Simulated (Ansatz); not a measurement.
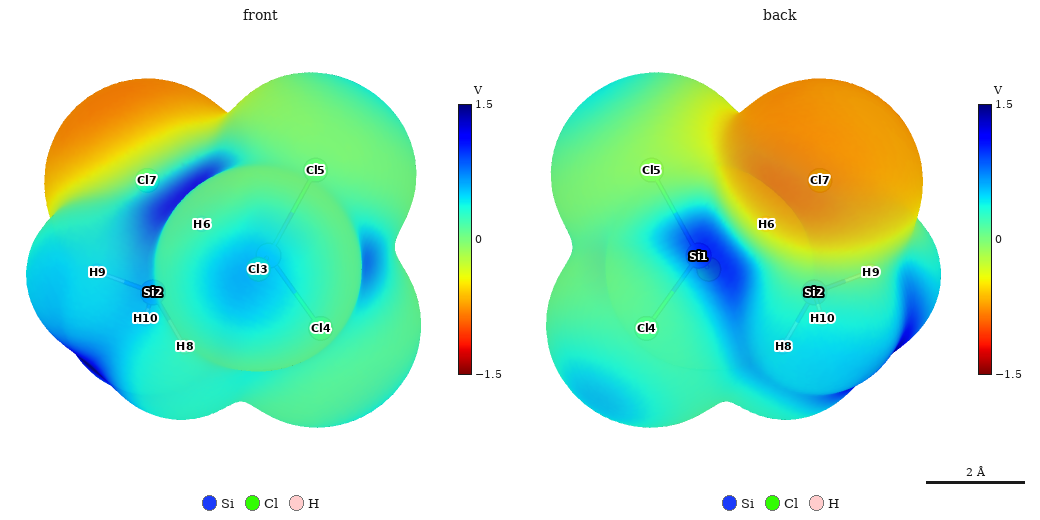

*Cl3Si···H3Si···H···Cl. The electrostatic potential painted on the density surface at 0.001 e/bohr³, seen from the front and from behind; the colour scale runs from red (negative) to blue (positive).*

A transition-state structure; geometry: PBE0-D4/def2-TZVP.

All numbers below come from RKS PBE0-D4/def2-TZVPP in Ansatz.

```xyz
10

Si   -0.9084    0.3950   -0.8758
Si    0.7563   -0.7438    0.7681
Cl   -0.3862   -0.5894   -2.5707
Cl   -2.6365   -0.3221   -0.0912
Cl   -1.1594    2.3575   -1.3210
H     0.3755    0.8671    0.2564
Cl    1.5160    1.6287    1.2405
H    -0.0791   -1.7998    0.0988
H     2.1312   -0.9870    0.3021
H     0.3905   -0.8060    2.1928
```

Describe the electrostatic potential map.

The most negative region (about −0.8 V) lies over Cl7, the most positive (about +1.4 V) over Si2. Cl5 shows a σ-hole: about +0.4 V at the tip opposite its bond, against about −0.1 V on its flanks.
